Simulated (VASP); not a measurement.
Band structure of HfN (relaxed from the NiAs structure, space group P6_3/mmc). All values below come from PBEsol GGA, VASP's PBE PAW potentials (set 64) (plane waves; VASP).

Unless said otherwise, spin-orbit coupling is left out, though it shifts the bands of the heavy elements here.

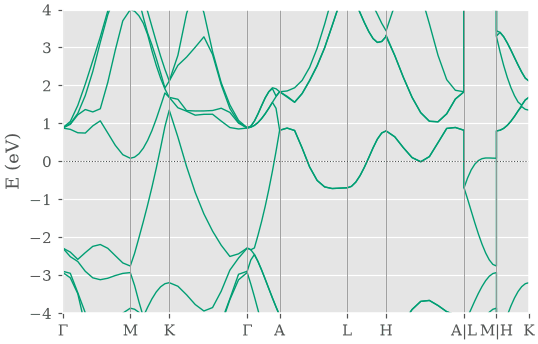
Fig. 1. Bands along high-symmetry lines, zero at the valence-band maximum or, without a gap, the Fermi level

Question: Read the plot: is there a gap, and where are the band edges?

Answer: It has no gap at this level: it comes out as a metal or semimetal. (Edges off the drawn lines would not show.)

The structure was generated: HfN was put into the NiAs type (P6_3/mmc), which need not be its known phase. It was relaxed first, which changed the volume by -53 %.
